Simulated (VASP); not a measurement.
Band structure of Eu (bcc). Computed with revPBE GGA, VASP's PBE PAW potentials (set 64) (plane waves; VASP).

The 4f electrons are frozen in the core of the lanthanide potential, so 4f levels, which can set the real gap, and their magnetism are missing.

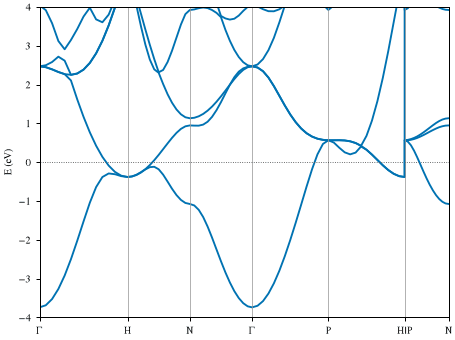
Figure: Bands along high-symmetry lines, zero at the valence-band maximum or, without a gap, the Fermi level

Read the plot: is there a gap, and where are the band edges?

It has no gap at this level: it comes out as a metal or semimetal. (Edges off the drawn lines would not show.)

The compound is Eu in the bcc structure. It was relaxed first.
